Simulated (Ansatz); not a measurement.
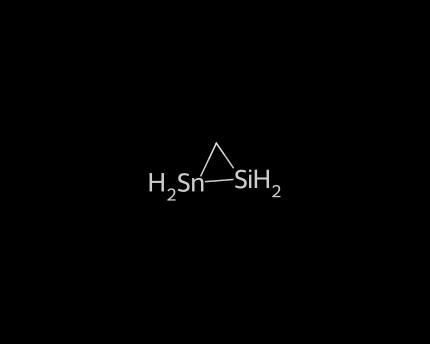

> Give its SMILES.

[CH2]1[SiH2][SnH2]1

> Give the formula, hydrogens included.

CH6SiSn.

> An optimisation with PBE0-D4/def2-TZVP gave a structure of which point group?

Cs.

The parts below concern this one geometry. Atoms keep their numbers from picture to picture. Computed geometry: PBE0-D4/def2-TZVP optimisation.

**Thermal motion**

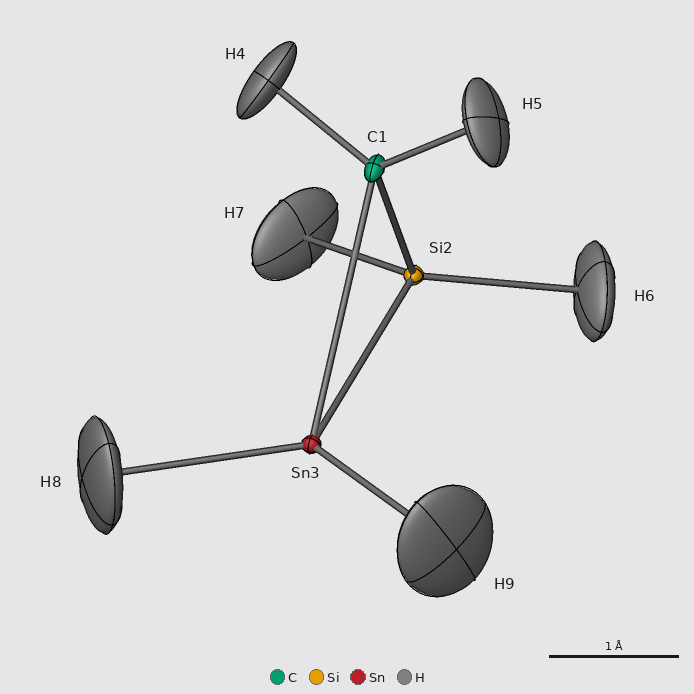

Displacement ellipsoids at the 50 % level, from the internal vibrations of the free molecule (harmonic, no overall translation or rotation; no half-axis is drawn under 0.075 Å). Vibrations computed with RKS PBE0-D4/def2-TZVP, core potentials on Sn (Ansatz 0.2.0). Temperature: 600 K.

> Which atom has the largest mean-square displacement?

H8, H9, with U_eq = 0.0716 Å².

> Does H9 move more along its bond or across it?

Across it: the root-mean-square amplitude is 0.093 Å along the bond and up to 0.356 Å across, since bending and torsion are softer than stretching.

List U_eq and the three principal root-mean-square amplitudes for each kind of atom.

```
  atom  U_eq (Å²)   rms amplitudes (Å)
    C1     0.0032  0.029, 0.048, 0.079
   Si2     0.0014  0.019, 0.030, 0.056
   Sn3    0.00014  0.005, 0.010, 0.017
H4, H5     0.0302  0.079, 0.176, 0.231
H6, H7     0.0461  0.090, 0.206, 0.297
H8, H9     0.0716  0.093, 0.282, 0.355
```

**Vibrations**

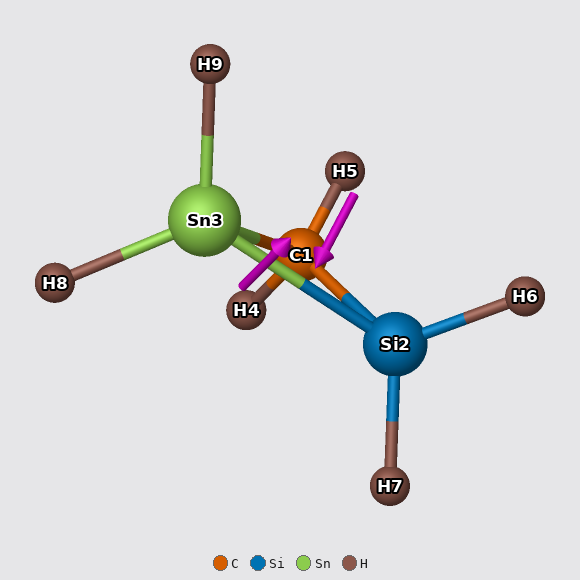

The arrows show one normal mode. Harmonic vibrations computed with RKS PBE0-D4/def2-TZVP, core potentials on Sn (Ansatz 0.2.0) at a stationary point of the same level.

> What kind of motion is it?

Mostly in-phase stretching of 2 C–H bonds.

> At what wavenumber does it lie?

3124 cm⁻¹; it is mode 20 of 21 counted from the lowest.

**Dipole moment**

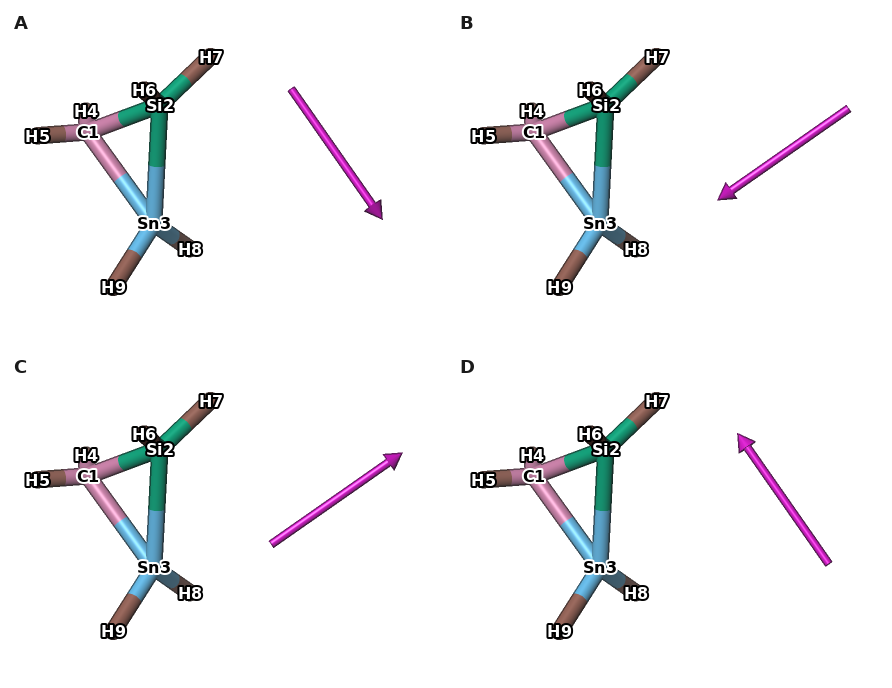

The same molecule four times, each with an arrow. Method: RKS PBE0-D4/def2-TZVP, core potentials on Sn (Ansatz 0.2.0).

> Which arrow points along the dipole moment, from the negative to the positive end?

D. The dipole moment is 0.30 D; it points from the side of H8, H9 to the side of H4, H5 (the outermost atoms at the two ends).
